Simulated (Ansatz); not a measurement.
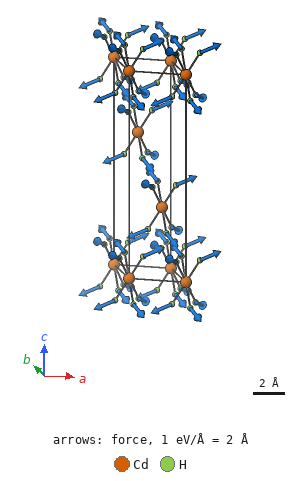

Starting geometry of a crystal of CdH6 (a generated structure, set up in R-3) (coarse preliminary run) with the computed forces as blue arrows. Style: ball-and-stick. Shown: the conventional cell (3 times the calculation's cell), slightly off an axis. Lengths and directions refer to the drawn axes.

These are results of DFT PBE, scalar-relativistic, plane waves, PAW (Ansatz 0.2.0), not measurements. (plane-wave cutoff 420 eV; k-point mesh 6 × 6 × 6; occupations gaussian; smearing width 0.1 eV; no spin polarisation; cell and atoms relaxed; force threshold 0.04 eV/Å; at most 70 steps)

Question: Is this structure relaxed? If not, where do the atoms go?

Answer: It isn't relaxed: the largest force vector, on H atoms, is 0.77 eV/Å. The final displacements follow the starting forces only in part (cosine between the two patterns 0.37). The energy falls by 1099 meV per atom in 25 accepted moves (30 points after the start). Largest force component: 0.69 eV/Å at the start, 0.018 eV/Å at the end. Pressure: 0.78 GPa at the start and 0.04 GPa at the end. The line search rejected the trial step at point 25 of the run. The SCF was repeated 4 times at an unchanged geometry on a basis and grid sized afresh for the cell, which shifted the energy by 30.1 meV per atom at most. The largest moves relative to the cell, 1.16 Å, are those of H atoms. Cd stays in place. Cell: a = b 3.841 → 6.287 Å (+63.7 %), c 13.931 → 20.475 Å (+47.0 %). Volume +293.8 %. Among the contacts that change: Cd–H 1.789 → 3.493 Å, H–H 1.886 → 0.752 Å. New bonds form: H–H (1.89 → 0.75 Å). Bonds break: Cd–H (1.79 → 3.49 Å). The space group stays R-3 (No. 148). Cost: 2 min on 1 thread of Arm Neoverse V2, on a shared host, peak memory 0.56 GiB.
